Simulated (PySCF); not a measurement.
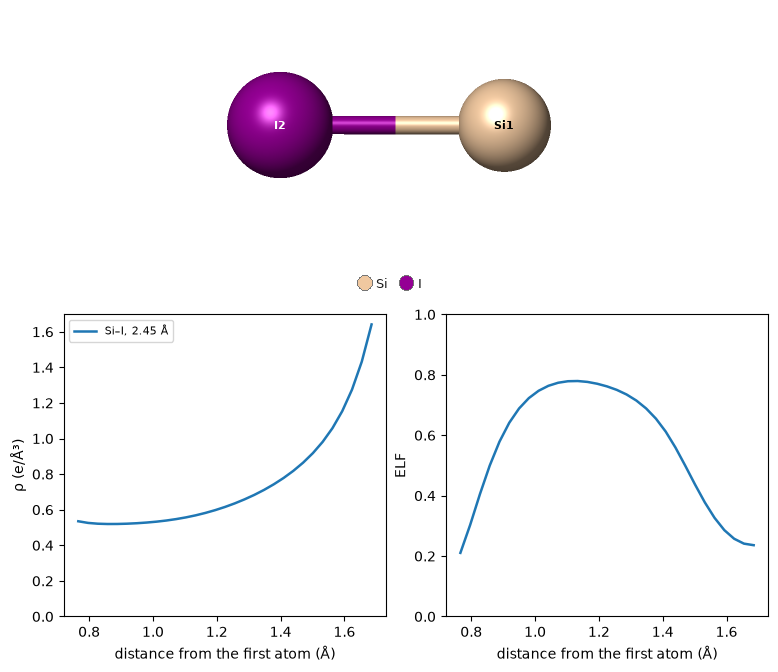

Figure 1: SiI (doublet). Electron density and electron localisation function along straight lines between neighbouring atoms. The curves leave out the atomic cores. The structure is drawn too.

Core potentials replace the inner electrons of I.

These are results of PBE0/def2-TZVPP, non-relativistic Hamiltonian with scalar-relativistic core potentials where named, at a bond length of 2.451 Å in PySCF 2.14.0, not measurements.

> What can be read from the curves?

Si–I (2.45 Å): ρ is about 0.62 e/Å³ halfway, with its minimum of 0.52 e/Å³ about 0.9 Å from Si; the ELF peaks at about 0.80 between the atoms; a covalent bond.
